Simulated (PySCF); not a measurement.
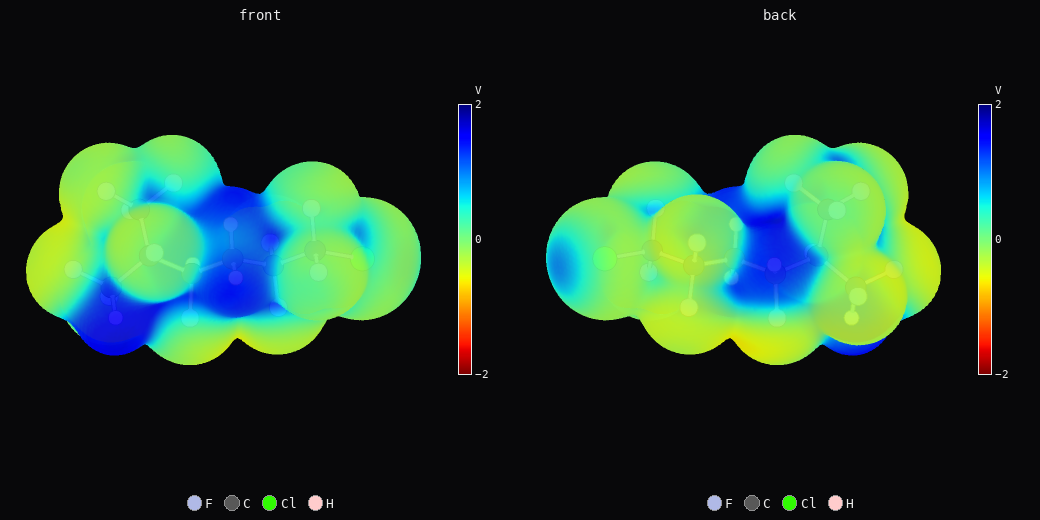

Figure. C$_{7}$H$_{4}$ClF$_{11}$. The molecular electrostatic potential painted on the density surface at 0.002 e/bohr³, seen from the front and from behind; the colour scale runs from red (negative) to blue (positive).

Geometry: GFN2-xTB.

All numbers below come from WP04/6-31G*, SCF density, gas phase, non-relativistic in PySCF 2.14.0.

```xyz
23

F    -2.7560   -0.2756   -1.8196
C    -2.6366   -1.0695   -0.7432
F    -3.8481   -1.1497   -0.1738
C    -1.5963   -0.4722    0.2410
F    -1.3681   -1.4096    1.2170
C    -0.2789   -0.1566   -0.5091
F    -0.1320   -1.0849   -1.5072
C     0.9470   -0.2320    0.4069
C     2.1496    0.4577   -0.2353
F     2.4648   -0.0858   -1.4275
F     1.8703    1.7601   -0.4808
C     3.4037    0.3905    0.6814
F     3.6883   -0.8935    0.9527
F     3.1268    0.9684    1.8609
Cl    4.8073    1.1749   -0.0596
C    -2.1558    0.7924    0.9414
F    -3.1928    0.5247    1.7184
F    -1.2231    1.3630    1.7162
F    -2.5235    1.7075    0.0472
H    -2.3287   -2.0760   -1.0648
H    -0.3662    0.8213   -1.0020
H     1.1924   -1.2830    0.5787
H     0.7511    0.2549    1.3624
```

### Describe the electrostatic potential map.

The most negative region (about −0.6 V) lies over F7 and F10, the most positive (about +1.6 V) over C6, C16, H20 and H21. Cl15 shows a σ-hole: about +1.0 V at the tip opposite its bond, against about −0.1 V on its flanks.
